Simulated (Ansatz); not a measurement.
CH3ClIIn: single-point calculation

System: CH3ClIIn, SMILES [CH3][In]([Cl])[I].
Method: RKS PBE0-D4/def2-TZVPP (Ansatz 0.2.0).

The geometry comes from this level: PBE0-D4/def2-TZVP.

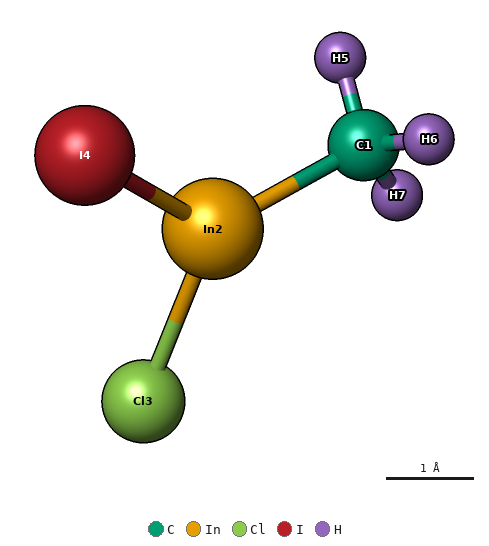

The structure as given in the input (ball-and-stick view, seen at a tilt; atoms are numbered from 1 in the order of the input). Sticks mark near contacts. Bond lengths as drawn: Cl–In 2.33 Å, C–H 1.09 Å, C–In 2.13 Å and I–In 2.65 Å.

## Input file
```yaml
crystal:
  periodic: [false, false, false]
  atoms:
    - {symbol: C, position_ang: [-0.310726, 1.034291, 0.416142]}
    - {symbol: In, position_ang: [0.305078, -0.858281, -0.346223]}
    - {symbol: Cl, position_ang: [2.560956, -1.390139, -0.590229]}
    - {symbol: I, position_ang: [-1.296106, -2.828549, -1.107587]}
    - {symbol: H, position_ang: [-0.932088, 1.529920, -0.329332]}
    - {symbol: H, position_ang: [-0.896164, 0.876267, 1.321584]}
    - {symbol: H, position_ang: [0.569059, 1.636491, 0.635644]}
basis:
  gaussian: {orbitals: def2-TZVPP}
hamiltonian: {xc: pbe0, dispersion: d4}
output: {orbitals: {seedname: orbitals}}
```

Hardware: 4 threads of Arm Neoverse V1, 23 GiB of memory available, shared host.

Command:
```bash
ansatz run in.yaml --threads 4 --pin off --events-out ev --progress --plain --max-ram 10444MiB
```

## What the program printed
```
Functional definition: PBE0
  name "PBE0"
  cite "Adamo & Barone, J. Chem. Phys. 110, 6158 (1999) doi:10.1063/1.478522"
  cite "Perdew, Burke & Ernzerhof, Phys. Rev. Lett. 77, 3865 (1996) doi:10.1103/PhysRevLett.77.3865"
  parent pbe
  parameter a = 0.25
  parameter kappa = 0.804
  parameter beta = 0.06672455060314922
  exchange = (1 - a)*pbe_x(kappa = kappa, mu = beta*pi^2/3) + a*exact_x
  correlation = pbe_c(beta = beta)
1581 factors; their error is unknown
mean field evaluation 1: about -26875.1055 eV, gradient 5.5e1 eV
mean field evaluation 2: about -26868.7904 eV, gradient 6.8e1 eV
mean field evaluation 4: about -26882.0709 eV, gradient 3.7e0 eV
mean field evaluation 8: about -26882.4465 eV, gradient 7.8e-1 eV
mean field evaluation 16: about -26882.4469 eV, gradient 7.3e-5 eV
mean field -26882.44689527 eV, -987.9117018244 hartree, gradient 7.3e-5 eV, S^2 0.000000; 0 other end points of the search recorded, 0 dependent functions left out
reference -26882.44693142 eV, -987.9117031525 hartree; 36, 36 occupied and 179, 179 virtual orbitals, 1581 factors
Total energy: -26882.60130095 eV, -987.9173761285 hartree
```

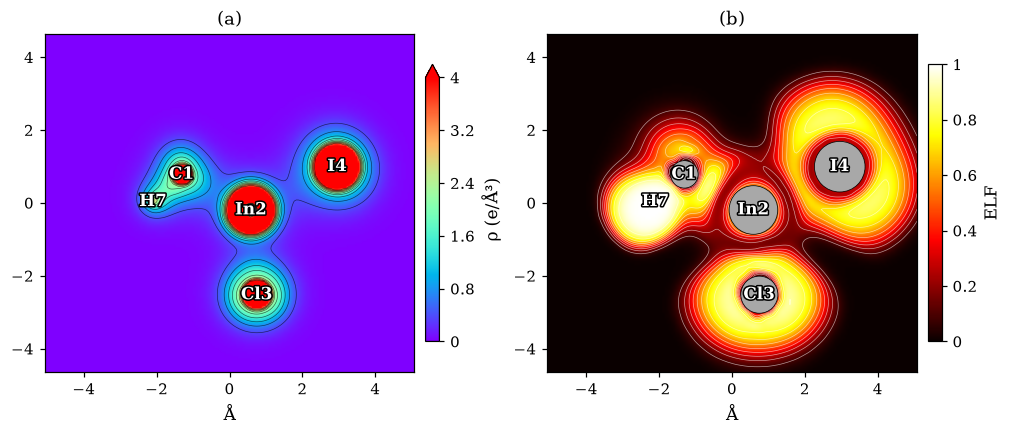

(a) electron density; (b) ELF on the plane of atoms Cl3, In2 and I4. Grey discs, where drawn, cover atomic cores. The section cuts through C, In, Cl, I and H sites. C–In (2.13 Å): ρ is about 0.71 e/Å³ halfway; the ELF peaks at about 0.90 in the valence shell of C, 0.7 Å from its nucleus, and drops to about 0.20 between the two atoms. In–Cl (2.33 Å): ρ at the midpoint is about 0.58 e/Å³; the ELF peaks at about 0.85 in the valence shell of Cl, 0.8 Å from its nucleus, and drops to about 0.15 between the two atoms. In–I (2.65 Å): ρ is about 0.47 e/Å³ halfway; the ELF peaks at about 0.65 in the valence shell of I, 1.2 Å from its nucleus, and drops to about 0.20 between the two atoms.

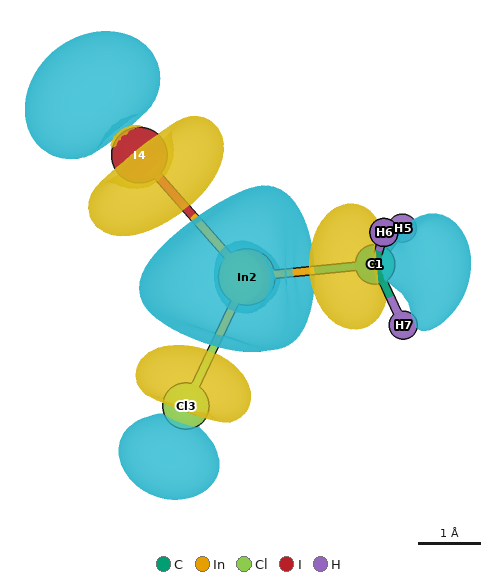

One frontier orbital at ±0.08 Å⁻³ᐟ² (yellow and cyan are the two phases), seen at a tilt. The LUMO, at −1.79 eV. Its weight (Hirshfeld) is mainly on In2 (40 %), I4 (25 %), C1 (15 %) and Cl3 (15 %).

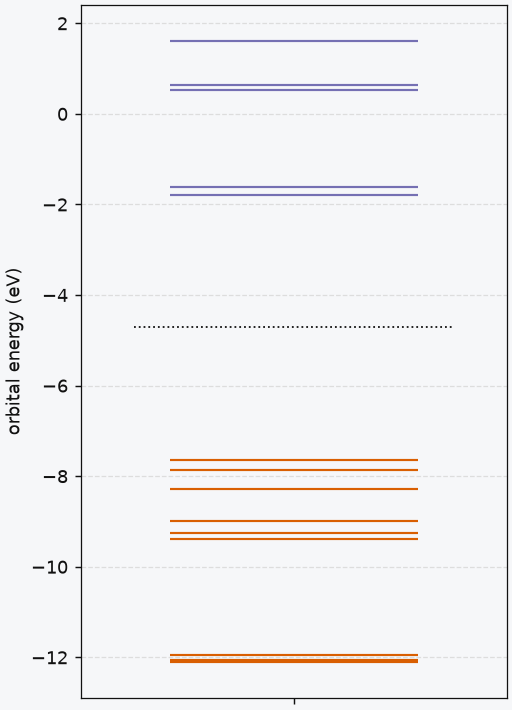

Orbital energies near the frontier; the dotted line parts filled from empty levels, and levels within 0.02 eV of each other stand side by side. Highest filled −7.65 eV, lowest empty −1.79 eV, 5.86 eV apart.

## Results in brief

```tsv
quantity	value
outcome	converged
total energy	−26882.6013 eV
mean-field energy	−26882.4469 eV
dispersion energy	−0.1544 eV
SCF solution under orbital rotations	stable
HOMO	−7.65 eV
LUMO	−1.79 eV
wall time	3 s (CPU time 11 s)
peak memory	0.68 GiB
```
